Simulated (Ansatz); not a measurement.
## Molecular dynamics of B2SiH6O (part 2 of 2)

B2SiH6O, SMILES BO[SiH2]B; RKS PBE/def2-SVP (Ansatz 0.2.0). The geometry comes from this level: PBE0-D4/def2-TZVP.

Geometry of the input (Å):
```
B  -1.5619  1.3452  0.6432
O  -0.2923  1.0257  0.3369
Si 0.3596  -0.1107  -0.6915
B  1.5546  -1.4162  0.2415
H  -2.4751  0.7531  0.1263
H  -1.7484  2.2239  1.4378
H  -0.7472  -0.8405  -1.3786
H  1.1392  0.6340  -1.7193
H  2.1080  -2.2506  -0.4139
H  1.7466  -1.4152  1.4204
```

Trajectory as extended XYZ, continued:
```
10
Properties=species:S:1:pos:R:3:forces:R:3 step=5 time_fs=2.5 energy=-11360.75326 temperature=1195.4
B    -1.5597    1.3354    0.6450   -1.6037  -0.0338  -0.7169
O    -0.2938    1.0420    0.3657    0.9824  -0.0385  -0.2569
Si    0.3502   -0.0992   -0.7063   -0.5734  -2.4424   1.5022
B     1.5884   -1.4173    0.2400   -1.1797   0.0648  -0.0940
H    -2.4837    0.6426    0.0542    0.6945   0.7263   0.8217
H    -1.7124    2.3332    1.3303   -0.3690  -0.1694   0.1790
H    -0.7762   -0.9765   -1.3294    0.4360   0.5599   0.1658
H     1.1913    0.4839   -1.6588    0.9391   1.3414  -1.7087
H     2.0877   -2.2982   -0.4041    0.4005  -0.1360  -0.3123
H     1.6168   -1.5390    1.4332    0.2734   0.1276   0.4201
10
Properties=species:S:1:pos:R:3:forces:R:3 step=6 time_fs=3.0 energy=-11360.66206 temperature=1107.5
B    -1.5601    1.3333    0.6450   -1.7507   0.0786  -0.7629
O    -0.2938    1.0453    0.3714    1.1375  -0.1687  -0.4069
Si    0.3482   -0.0975   -0.7090   -0.6131  -2.5636   1.6684
B     1.5945   -1.4175    0.2396   -1.2985  -0.0758   0.0480
H    -2.4819    0.6241    0.0440    0.7732   0.8365   0.9372
H    -1.7073    2.3552    1.3105   -0.4100  -0.3356   0.1199
H    -0.7800   -1.0010   -1.3189    0.5316   0.6824   0.2033
H     1.2074    0.4617   -1.6567    0.9326   1.3980  -1.7699
H     2.0863   -2.3094   -0.4046    0.3897  -0.0245  -0.2614
H     1.5925   -1.5632    1.4397    0.3076   0.1726   0.2241
10
Properties=species:S:1:pos:R:3:forces:R:3 step=7 time_fs=3.5 energy=-11360.57930 temperature=1027.6
B    -1.5609    1.3313    0.6448   -1.8414   0.2116  -0.7904
O    -0.2936    1.0486    0.3771    1.2686  -0.2880  -0.5444
Si    0.3462   -0.0960   -0.7115   -0.5401  -2.5975   1.7279
B     1.6003   -1.4176    0.2391   -1.4067  -0.2386   0.2001
H    -2.4783    0.6076    0.0361    0.8122   0.9172   1.0226
H    -1.7032    2.3763    1.2911   -0.4460  -0.5017   0.0662
H    -0.7826   -1.0239   -1.3080    0.6064   0.7887   0.2275
H     1.2256    0.4429   -1.6589    0.8293   1.3822  -1.7156
H     2.0859   -2.3206   -0.4057    0.3697   0.0997  -0.1993
H     1.5689   -1.5869    1.4468    0.3481   0.2264   0.0055
10
Properties=species:S:1:pos:R:3:forces:R:3 step=8 time_fs=4.0 energy=-11360.50648 temperature=957.1
B    -1.5621    1.3294    0.6445   -1.8759   0.3549  -0.8057
O    -0.2932    1.0518    0.3827    1.3727  -0.3952  -0.6684
Si    0.3441   -0.0946   -0.7139   -0.3596  -2.5567   1.6929
B     1.6058   -1.4178    0.2387   -1.5074  -0.4135   0.3470
H    -2.4727    0.5934    0.0307    0.8146   0.9692   1.0792
H    -1.7002    2.3963    1.2718   -0.4778  -0.6591   0.0223
H    -0.7838   -1.0450   -1.2965    0.6597   0.8771   0.2388
H     1.2459    0.4275   -1.6652    0.6352   1.3069  -1.5586
H     2.0864   -2.3317   -0.4073    0.3440   0.2295  -0.1311
H     1.5462   -1.6101    1.4539    0.3946   0.2869  -0.2164
10
Properties=species:S:1:pos:R:3:forces:R:3 step=9 time_fs=4.5 energy=-11360.44231 temperature=895.0
B    -1.5637    1.3275    0.6439   -1.8541   0.5008  -0.8124
O    -0.2926    1.0550    0.3882    1.4478  -0.4897  -0.7785
Si    0.3421   -0.0936   -0.7161   -0.0912  -2.4588   1.5882
B     1.6110   -1.4180    0.2384   -1.6021  -0.5899   0.4768
H    -2.4652    0.5814    0.0278    0.7828   0.9926   1.1080
H    -1.6983    2.4147    1.2526   -0.5060  -0.8006  -0.0091
H    -0.7834   -1.0639   -1.2845    0.6911   0.9464   0.2379
H     1.2676    0.4151   -1.6752    0.3704   1.1904  -1.3240
H     2.0877   -2.3421   -0.4092    0.3160   0.3582  -0.0616
H     1.5244   -1.6326    1.4605    0.4452   0.3507  -0.4251
10
Properties=species:S:1:pos:R:3:forces:R:3 step=11 time_fs=5.5 energy=-11360.33068 temperature=787.0
B    -1.5682    1.3241    0.6423   -1.6405   0.7824  -0.8039
O    -0.2907    1.0612    0.3988    1.5075  -0.6403  -0.9584
Si    0.3379   -0.0920   -0.7202    0.5981  -2.1631   1.2891
B     1.6202   -1.4190    0.2381   -1.7734  -0.9087   0.6568
H    -2.4447    0.5647    0.0300    0.6196   0.9494   1.0830
H    -1.6983    2.4455    1.2140   -0.5524  -1.0148  -0.0300
H    -0.7775   -1.0948   -1.2587    0.6892   1.0244   0.2026
H     1.3131    0.3986   -1.7040   -0.2601   0.9069  -0.7444
H     2.0925   -2.3602   -0.4132    0.2635   0.5880   0.0647
H     1.4842   -1.6749    1.4702    0.5484   0.4758  -0.7594
10
Properties=species:S:1:pos:R:3:forces:R:3 step=12 time_fs=6.0 energy=-11360.28022 temperature=738.4
B    -1.5710    1.3226    0.6412   -1.4483   0.9160  -0.7857
O    -0.2895    1.0641    0.4039    1.4926  -0.6972  -1.0302
Si    0.3358   -0.0915   -0.7221    0.9660  -1.9913   1.1467
B     1.6242   -1.4198    0.2382   -1.8489  -1.0361   0.7011
H    -2.4321    0.5597    0.0350    0.4877   0.8786   1.0279
H    -1.7002    2.4574    1.1946   -0.5709  -1.0804  -0.0196
H    -0.7721   -1.1066   -1.2450    0.6561   1.0318   0.1697
H     1.3352    0.3938   -1.7215   -0.5729   0.7675  -0.4524
H     2.0959   -2.3673   -0.4151    0.2431   0.6799   0.1154
H     1.4660   -1.6945    1.4725    0.5956   0.5313  -0.8728
10
Properties=species:S:1:pos:R:3:forces:R:3 step=13 time_fs=6.5 energy=-11360.23302 temperature=692.9
B    -1.5742    1.3214    0.6399   -1.1995   1.0464  -0.7545
O    -0.2880    1.0669    0.4088    1.4498  -0.7428  -1.0920
Si    0.3339   -0.0912   -0.7239    1.3238  -1.8130   1.0320
B     1.6279   -1.4208    0.2384   -1.9165  -1.1349   0.7147
H    -2.4183    0.5569    0.0424    0.3211   0.7708   0.9431
H    -1.7035    2.4667    1.1751   -0.5864  -1.1151   0.0037
H    -0.7651   -1.1160   -1.2310    0.6017   1.0172   0.1276
H     1.3560    0.3908   -1.7400   -0.8590   0.6403  -0.1829
H     2.0999   -2.3727   -0.4167    0.2283   0.7522   0.1549
H     1.4492   -1.7127    1.4727    0.6366   0.5789  -0.9467
10
Properties=species:S:1:pos:R:3:forces:R:3 step=14 time_fs=7.0 energy=-11360.18951 temperature=651.0
B    -1.5776    1.3203    0.6385   -0.8958   1.1759  -0.7073
O    -0.2862    1.0696    0.4136    1.3813  -0.7780  -1.1453
Si    0.3320   -0.0910   -0.7256    1.6618  -1.6304   0.9533
B     1.6311   -1.4221    0.2388   -1.9754  -1.2017   0.6987
H    -2.4038    0.5559    0.0522    0.1197   0.6233   0.8278
H    -1.7082    2.4733    1.1557   -0.5987  -1.1174   0.0389
H    -0.7567   -1.1229   -1.2166    0.5259   0.9801   0.0768
H     1.3748    0.3894   -1.7590   -1.1083   0.5284   0.0556
H     2.1044   -2.3763   -0.4179    0.2201   0.8029   0.1820
H     1.4339   -1.7296    1.4707    0.6694   0.6169  -0.9806
10
Properties=species:S:1:pos:R:3:forces:R:3 step=15 time_fs=7.5 energy=-11360.14997 temperature=612.9
B    -1.5812    1.3196    0.6369   -0.5412   1.3054  -0.6425
O    -0.2843    1.0722    0.4182    1.2896  -0.8036  -1.1918
Si    0.3303   -0.0910   -0.7272    1.9756  -1.4431   0.9126
B     1.6338   -1.4236    0.2394   -2.0247  -1.2342   0.6543
H    -2.3890    0.5564    0.0639   -0.1149   0.4344   0.6831
H    -1.7143    2.4772    1.1363   -0.6078  -1.0858   0.0849
H    -0.7470   -1.1275   -1.2020    0.4290   0.9197   0.0182
H     1.3909    0.3892   -1.7779   -1.3169   0.4323   0.2596
H     2.1094   -2.3780   -0.4187    0.2189   0.8311   0.1958
H     1.4202   -1.7450    1.4663    0.6925   0.6438  -0.9742
10
Properties=species:S:1:pos:R:3:forces:R:3 step=16 time_fs=8.0 energy=-11360.11424 temperature=578.4
B    -1.5849    1.3191    0.6351   -0.1433   1.4335  -0.5613
O    -0.2822    1.0747    0.4226    1.1777  -0.8205  -1.2329
Si    0.3288   -0.0911   -0.7287    2.2651  -1.2499   0.9086
B     1.6361   -1.4254    0.2400   -2.0636  -1.2310   0.5825
H    -2.3744    0.5580    0.0772   -0.3778   0.2057   0.5124
H    -1.7219    2.4786    1.1172   -0.6138  -1.0194   0.1403
H    -0.7363   -1.1299   -1.1875    0.3111   0.8360  -0.0477
H     1.4038    0.3901   -1.7961   -1.4850   0.3512   0.4298
H     2.1150   -2.3778   -0.4190    0.2251   0.8365   0.1960
H     1.4082   -1.7589    1.4596    0.7045   0.6581  -0.9278
10
Properties=species:S:1:pos:R:3:forces:R:3 step=17 time_fs=8.5 energy=-11360.08196 temperature=547.4
B    -1.5887    1.3190    0.6333    0.2853   1.5534  -0.4684
O    -0.2799    1.0771    0.4269    1.0488  -0.8293  -1.2698
Si    0.3275   -0.0913   -0.7302    2.5316  -1.0495   0.9374
B     1.6380   -1.4275    0.2409   -2.0912  -1.1916   0.4837
H    -2.3608    0.5600    0.0918   -0.6590  -0.0561   0.3231
H    -1.7310    2.4775    1.0984   -0.6166  -0.9177   0.2039
H    -0.7249   -1.1302   -1.1730    0.1732   0.7291  -0.1197
H     1.4132    0.3918   -1.8133   -1.6149   0.2834   0.5684
H     2.1211   -2.3755   -0.4189    0.2389   0.8197   0.1828
H     1.3979   -1.7712    1.4506    0.7040   0.6585  -0.8414
10
Properties=species:S:1:pos:R:3:forces:R:3 step=18 time_fs=9.0 energy=-11360.05315 temperature=519.7
B    -1.5924    1.3192    0.6313    0.7256   1.6524  -0.3738
O    -0.2775    1.0793    0.4309    0.9059  -0.8306  -1.3037
Si    0.3264   -0.0916   -0.7315    2.7768  -0.8417   0.9941
B     1.6394   -1.4299    0.2418   -2.1067  -1.1160   0.3579
H    -2.3487    0.5619    0.1072   -0.9421  -0.3370   0.1275
H    -1.7415    2.4742    1.0800   -0.6165  -0.7809   0.2743
H    -0.7130   -1.1289   -1.1588    0.0170   0.6006  -0.1965
H     1.4188    0.3941   -1.8292   -1.7101   0.2276   0.6787
H     2.1278   -2.3713   -0.4183    0.2600   0.7817   0.1565
H     1.3892   -1.7819    1.4396    0.6900   0.6439  -0.7149
10
Properties=species:S:1:pos:R:3:forces:R:3 step=19 time_fs=9.5 energy=-11360.02880 temperature=496.5
B    -1.5959    1.3197    0.6292    1.1519   1.7104  -0.2914
O    -0.2749    1.0814    0.4348    0.7523  -0.8248  -1.3351
Si    0.3255   -0.0919   -0.7328    3.0008  -0.6280   1.0734
B     1.6403   -1.4325    0.2428   -2.1089  -1.0053   0.2048
H    -2.3389    0.5630    0.1228   -1.2042  -0.6151  -0.0579
H    -1.7535    2.4690    1.0624   -0.6137  -0.6104   0.3496
H    -0.7011   -1.1261   -1.1450   -0.1544   0.4531  -0.2763
H     1.4202    0.3970   -1.8434   -1.7737   0.1822   0.7634
H     2.1351   -2.3651   -0.4173    0.2882   0.7245   0.1181
H     1.3822   -1.7910    1.4269    0.6617   0.6133  -0.5488
10
Properties=species:S:1:pos:R:3:forces:R:3 step=20 time_fs=10.0 energy=-11360.01119 temperature=479.8
B    -1.5992    1.3207    0.6271    1.5342   1.7028  -0.2374
O    -0.2722    1.0834    0.4385    0.5910  -0.8125  -1.3643
Si    0.3249   -0.0924   -0.7340    3.2015  -0.4122   1.1701
B     1.6407   -1.4353    0.2438   -2.0972  -0.8614   0.0246
H    -2.3320    0.5626    0.1383   -1.4179  -0.8612  -0.2139
H    -1.7670    2.4624    1.0455   -0.6084  -0.4101   0.4275
H    -0.6895   -1.1222   -1.1320   -0.3360   0.2914  -0.3566
H     1.4174    0.4004   -1.8558   -1.8086   0.1464   0.8250
H     2.1431   -2.3573   -0.4161    0.3227   0.6508   0.0693
H     1.3768   -1.7988    1.4130    0.6187   0.5661  -0.3443
```

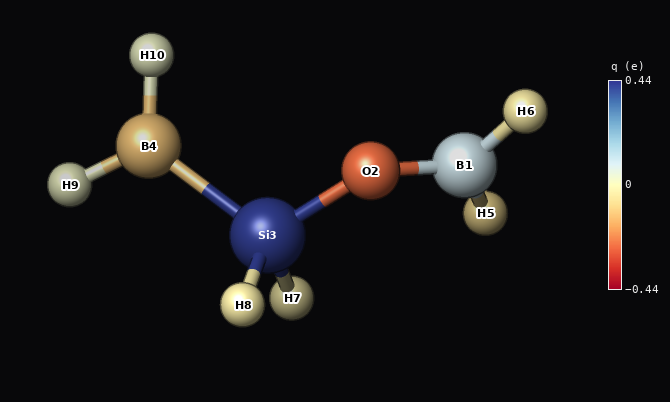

Fig. 1: Mulliken charges, as the colour of each atom (ball-and-stick view, seen on its broad side; atoms are numbered from 1 in the order of the input). By element: B −0.12 to +0.10, O −0.26, Si +0.42 and H −0.07 to +0.02 e.
